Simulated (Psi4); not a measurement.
# HBr (hydrogen bromide) at MN15/aug-cc-pVTZ (sweep point 2)

Aim: the vertical ionisation energy of HBr (hydrogen bromide) at MN15/aug-cc-pVTZ (sweep point 2), from 2 runs. 

Program for the calculation: Psi4 1.11.

### 1 The system as given

The species is HBr (2 atoms), meant as a singlet with charge 0. SMILES: `Br`. Geometry: relaxed at GFN2-xTB.

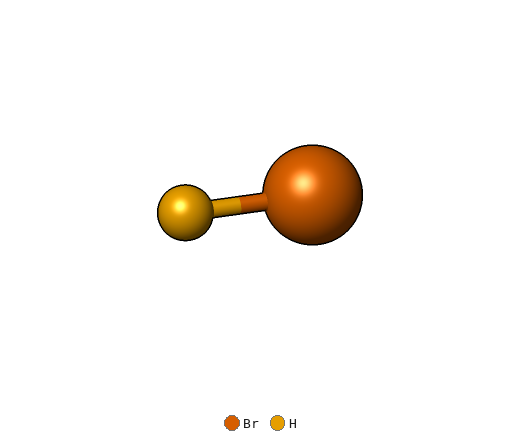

Viewed from a chosen angle; bromine orange, hydrogen amber.

### 2 A single-point energy at MN15/aug-cc-pVTZ (sweep point 2)

Contents of calc.inp:

```
memory 1.6 GB

molecule system {
  Br    -0.594900     0.214950    -0.300840
  H      0.594900    -0.214950     0.300840
  symmetry c1
}

set {
  reference rks
  puream true
  scf_type pk
  dft_radial_points 99
  dft_spherical_points 590
}

energy("mn15/aug-cc-pVTZ")
```

Run with:

```
$ psi4 -n 1 calc.inp calc.out
```

calc.out:

```text
[...]
  Running in c1 symmetry.
[...]
  Nuclear repulsion =   13.221146466516117
[...]
  Multiplicity = 1
[...]
  Nalpha       = 18
  Nbeta        = 18
[...]
    Number of basis functions: 82
[...]
   @RKS iter   1: -2574.87158903840555   -1.22527e+00   1.44730e-02 DIIS/ADIIS
[...]
   @RKS iter   7: -2575.13333632181457   -6.10207e-08   2.40665e-07 DIIS
[...]
    Orbital Energies [Eh]
    ---------------------
    Doubly Occupied:
       1A   -480.032160     2A    -61.282893     3A    -55.937142
       4A    -55.931192     5A    -55.931192     6A     -8.309113
       7A     -6.412547     8A     -6.399350     9A     -6.399350
      10A     -2.704146    11A     -2.700175    12A     -2.700175
      13A     -2.689807    14A     -2.689807    15A     -0.833308
      16A     -0.483611    17A     -0.350171    18A     -0.350171
[...]
  @RKS Final Energy: -2575.13333632181457
   => Energetics <=
    Nuclear Repulsion Energy =             13.2211464665161174
    One-Electron Energy =               -3607.2753643576547802
    Two-Electron Energy =                1071.3171430014169800
    DFT Exchange-Correlation Energy =     -52.3962614320928850
    Empirical Dispersion Energy =           0.0000000000000000
    VV10 Nonlocal Energy =                  0.0000000000000000
    Total Energy =                      -2575.1333363218150225
[...]
 Multipole Moments:
 ------------------------------------------------------------------------------------
     Multipole            Electronic (a.u.)      Nuclear  (a.u.)        Total (a.u.)
 ------------------------------------------------------------------------------------
 L = 1.  Multiply by 2.5417464519 to convert [e a0] to [Debye]
 Dipole X            :         -0.0000000            0.0000000           -0.0000000
 Dipole Y            :          0.0000000            0.0000000            0.0000000
 Dipole Z            :         -1.1012936            1.4455699            0.3442763
 Magnitude           :                                                    0.3442763
[...]
```

It took 10 s on 1 thread of Intel Xeon 6975P-C (Granite Rapids), shared host; peak memory 1.7 GiB.

### 3 The doublet cation

Contents of input.inp:

```
memory 1600 mb

molecule geom {
  1 2
  Br    -0.594900     0.214950    -0.300840
  H      0.594900    -0.214950     0.300840
  symmetry c1
}

set reference uks
set puream true
set scf_type pk
set dft_radial_points 99
set dft_spherical_points 590
set maxiter 150

E, wfn = energy('mn15/aug-cc-pVTZ', return_wfn=True)
print_variables()
```

Run with:

```
$ psi4 -i input.inp -o input.out -n 1
```

input.out:

```text
[...]
  Running in c1 symmetry.
[...]
  Nuclear repulsion =   13.221146466516117
[...]
  Multiplicity = 2
[...]
  Nalpha       = 18
  Nbeta        = 17
[...]
    Number of basis functions: 82
[...]
   @UKS iter   1: -2574.55153652057015   -9.05215e-01   1.25187e-02 DIIS/ADIIS
[...]
   @UKS iter   7: -2574.70417761591580   -1.19025e-07   9.90123e-07 DIIS
[...]
   @S^2 Observed:                7.538164284E-01
[...]
    Orbital Energies [Eh]
    ---------------------
    Alpha Occupied:
       1A   -480.428676     2A    -61.677928     3A    -56.331624
       4A    -56.328397     5A    -56.322009     6A     -8.701096
       7A     -6.807625     8A     -6.796943     9A     -6.782831
      10A     -3.099584    11A     -3.098524    12A     -3.087419
      13A     -3.080083    14A     -3.078156    15A     -1.209831
      16A     -0.822883    17A     -0.742189    18A     -0.694543
    Alpha Virtual:
      19A     -0.256973    20A     -0.139386    21A     -0.095272
      22A     -0.079893    23A     -0.079012    24A     -0.074831
      25A     -0.063773    26A     -0.057054    27A     -0.056660
[...]
  @UKS Final Energy: -2574.70417761591580
   => Energetics <=
    Nuclear Repulsion Energy =             13.2211464665161174
    One-Electron Energy =               -3593.4916349194681970
    Two-Electron Energy =                1057.7806994090381068
    DFT Exchange-Correlation Energy =     -52.2143885720015817
    Empirical Dispersion Energy =           0.0000000000000000
    VV10 Nonlocal Energy =                  0.0000000000000000
    Total Energy =                      -2574.7041776159157962
[...]
 Multipole Moments:
 ------------------------------------------------------------------------------------
     Multipole            Electronic (a.u.)      Nuclear  (a.u.)        Total (a.u.)
 ------------------------------------------------------------------------------------
 L = 1.  Multiply by 2.5417464519 to convert [e a0] to [Debye]
 Dipole X            :         -0.0000000            0.0000000           -0.0000000
 Dipole Y            :          0.0000000            0.0000000            0.0000000
 Dipole Z            :         -0.8649053            1.4455699            0.5806646
 Magnitude           :                                                    0.5806646
[...]
```

Run time: 12 s. Hardware: 1 thread of Intel Xeon 6975P-C (Granite Rapids), shared host; peak memory 1.8 GiB.

### 4 Results

At MN15/aug-cc-pVTZ (sweep point 2):

| quantity | value |
| --- | --- |
| singlet HBr: total energy | -2575.13334 Eh |
| singlet HBr: dipole moment | 0.88 D |
| singlet HBr: HOMO energy | -9.53 eV |
| singlet HBr: LUMO energy | 0.23 eV |
| singlet HBr: HOMO–LUMO gap | 9.76 eV |
| doublet cation: total energy | -2574.70418 Eh |
| doublet cation: HOMO energy (highest over α and β) | -18.44 eV |
| doublet cation: LUMO energy (lowest over α and β) | -13.73 eV |
| doublet cation: ⟨S²⟩ | 0.754 |
| vertical ionisation energy (to the doublet cation) | 11.678 eV |

Removing an electron at fixed nuclei costs 11.68 eV (269 kcal/mol). The negative HOMO energy of the first species, 9.53 eV, lies 2.15 eV below that difference.
